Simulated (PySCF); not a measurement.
# C5H8NOSi (doublet): what the fields show

```xyz
16

N    -0.2188    3.3078    0.9165
C    -0.1056    2.2932    0.3961
C     0.0404    1.0165   -0.2173
C    -1.3043    0.2843   -0.3269
C    -1.0380   -1.1987   -0.6102
C     0.1859   -1.6226    0.1059
Si    1.1388   -0.2013    0.8091
O     2.7409   -0.1306    0.5447
H     0.4665    1.1699   -1.2149
H    -1.8253    0.3764    0.6287
H    -1.9397    0.7253   -1.0979
H    -1.9021   -1.8148   -0.3389
H    -0.8934   -1.3491   -1.6901
H     0.4075   -2.6753    0.1597
H     1.0977    0.0731    2.2375
H     3.1419   -0.2452   -0.3133
```

Geometry: GFN2-xTB.

The calculation used PySCF 2.14.0, density-fitted response routines, UKS B3LYP, pcH-1 on C H N O Si, non-relativistic, mean-field spin-orbit, GIAO.

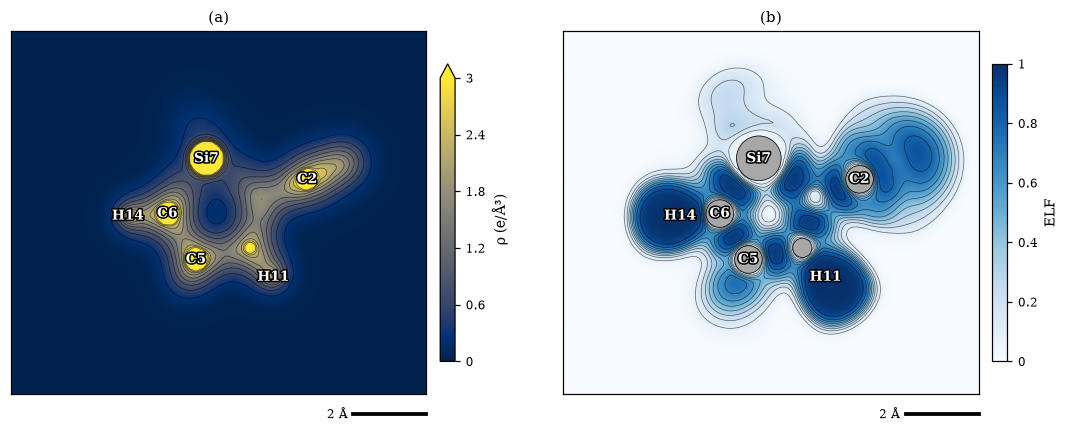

Figure 1. (a) electron density; (b) electron localisation function on the plane of atoms C5, C6 and Si7. Grey discs cover the atomic cores in the ELF map.

What do the fields say about this system?

The plane passes through C, Si and H nuclei. C–Si (1.85 Å): ρ at the midpoint is about 0.99 e/Å³; the ELF peaks at about 0.95 between the atoms: a shared electron pair. C–C (1.48 Å): ρ at the midpoint is about 1.8 e/Å³; the ELF peaks at about 0.95 between the atoms: a shared electron pair. The ELF also peaks beside N1, away from the bonds: non-bonding electrons, paired or unpaired.

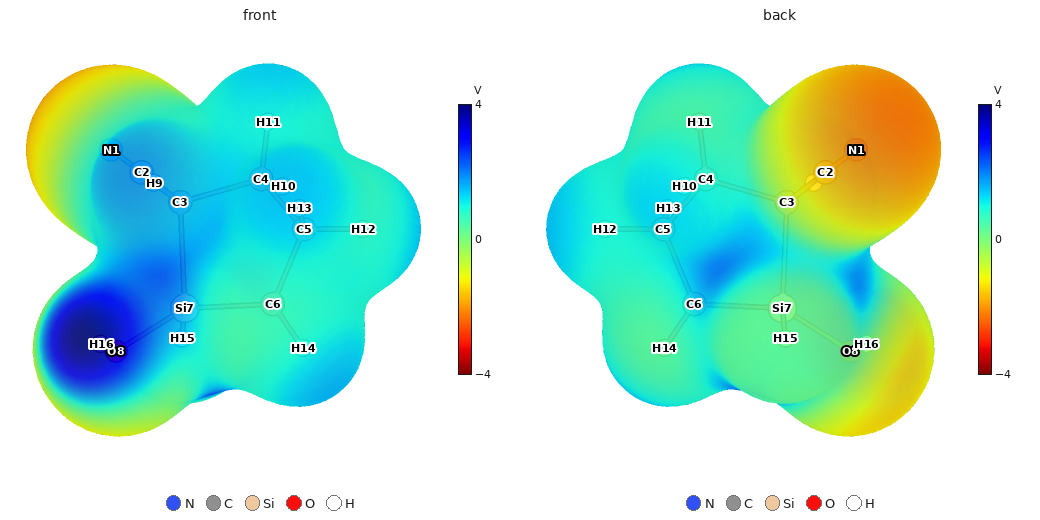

Figure 2. The electrostatic potential painted on the density surface at 0.004 e/bohr³, seen from the front and from behind; red is negative and blue positive.

Where is the surface potential most negative and most positive?

The most negative region (about −2.4 V) lies over N1, the most positive (about +3.7 V) over H16. N1 is the likeliest acceptor of a hydrogen bond.
